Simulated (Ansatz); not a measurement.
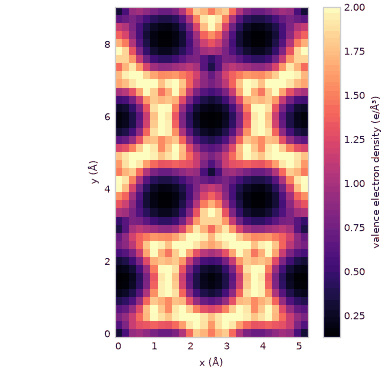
Figure: Valence electron density (e/Å³), cut off at 2 on a lattice plane, plane-wave PAW r²SCAN+D4 (Ansatz code)

**Question.** Which of these materials gives this?
(A) BC3, Cmcm (Pearson symbol oS32)
(B) C, P6/mmm (C on 6j, C on 6j)
(C) C, fcc (Cu type)
(D) C, R-3m (C on 18f, C on 18f)

**Answer.** A, BC3, Cmcm (Pearson symbol oS32). Atoms in the plane, in fractions of its two edges: B at (0.00, 0.00), B at (0.50, 0.50), C at (0.00, 0.83), C at (0.50, 0.33), C at (0.26, 0.25), C at (0.76, 0.75), C at (0.26, 0.09), C at (0.76, 0.59), C at (0.00, 0.51), C at (0.50, 0.01).

The density is the valence pseudo-density with augmentation charge, so density and ELF within about 1 Å of a nucleus are not all-electron values.

The start of the workflow was typed in or built on a structure type; neither database checked (COD, Materials Project) lists it. Whether it is the stable phase at ambient conditions was not checked. The r²SCAN+D4 relaxation kept the symmetry of its start; its stability against distortions is not shown here. Its formation energy is positive at this level, so the cell may be metastable or incomplete.

Potentials: the earlier of the program's two PAW sets. The files were generated under PBE; for other functionals the program regenerates the frozen cores, and for LDA and PBEsol the local potential too.
